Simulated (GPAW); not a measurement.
The Al K edge of atom 2 in NbAl3 (I4/mmm), with 4 Al at 2.71 Å, 2 Al at 2.88 Å, 2 Nb at 2.88 Å, 2 Al at 2.88 Å and 2 Nb at 2.88 Å (distorted cuboctahedral, site symmetry -4m2), was computed in 2 ways: excited-electron core hole (neutral cell) and no core hole. Program and functional: GPAW, LDA, Gaussian full width 0.9 eV up to 4 eV, rising linearly to 3.5 eV at 25 eV; cells of 4 and 16 atoms (the run without a hole in the smaller).

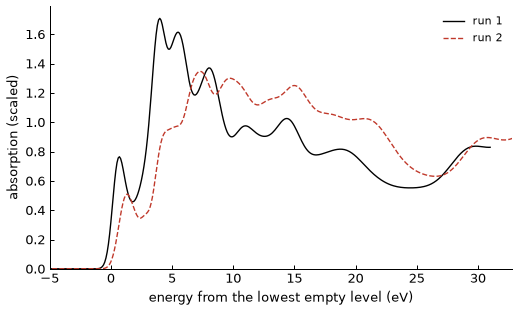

Each run is counted from its own lowest empty level or Fermi level and scaled to a mean of 1 over its first 20 eV.

Which run is which?

Run 1: excited-electron core hole (neutral cell) (area from −2 to 6 eV 6.4, main maxima 0.7 eV (0.76), 4.0 eV (1.71), 5.5 eV (1.61), 8.0 eV (1.37) and 14.4 eV (1.03)). Run 2: no core hole (area from −2 to 6 eV 3.5, main maxima 1.3 eV (0.51), 7.3 eV (1.35), 9.7 eV (1.30) and 15.0 eV (1.25)). With each curve scaled to its own mean, the area from −2 to 6 eV with the hole is 6.4 against 3.5, and the centre of weight from −1 to 20 eV moves by -1.6 eV: the hole pulls the absorber's empty states down.

[Hosts, paths, dates, database ids (printed as entryN), source tags and the programs' standing remarks are cut or masked in the printed files.]

[Lists of maxima count a maximum above −3 eV only where it reaches 4 % of the highest in the window and stands out from its surroundings by 2 % of it (1.5 % where it reaches 55 %); shoulders and weaker maxima are passed over, and of the rest the first, up to two pre-edge ones and the few strongest are named.]
